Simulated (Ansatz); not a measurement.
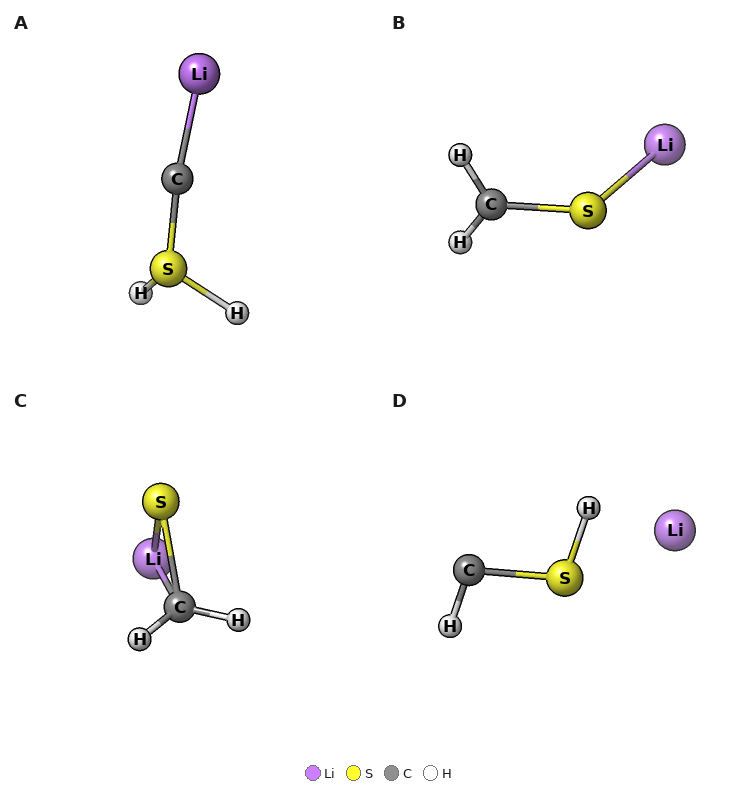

4 stationary structures of one formula. State: charge −1, singlet. Geometries: PBE0-D4/def2-TZVPD. Electronic energies: RHF-CCSD(T) (frozen core)/def2-TZVPPD (Ansatz 0.2.0), without zero-point energy. No frequency run is at hand to confirm each as a minimum.

### Which is lowest in energy, and by how much?

C is lowest (Cs); B lies 9.0 kcal/mol above it (Cs), D lies 66.7 kcal/mol above it (C1), A lies 110.2 kcal/mol above it (Cs).
